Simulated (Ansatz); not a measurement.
The starting structures come from a database of crystals and need not be the phases stable at ambient conditions.

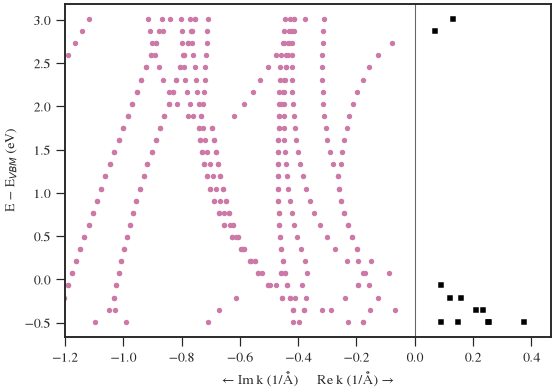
Complex bands at the centre of the two-dimensional zone; Ansatz (a first-principles code) with PBEsol

No gap correction and no spin-orbit coupling; mid-gap values are interpolated between computed energies.

Task: This is CsCdBr3 (P6_3/mmc, not sure to be the ambient phase, 10 atoms a cell, 35.2 Å³ an atom) along the normal of (100). Read off the slowest decay at the centre of the two-dimensional zone at 1.47 eV, the computed energy nearest the middle of the gap.

Result: κ ≈ 0.25 1/Å, a decay length 1/(2κ) of the density of 2.0 Å.
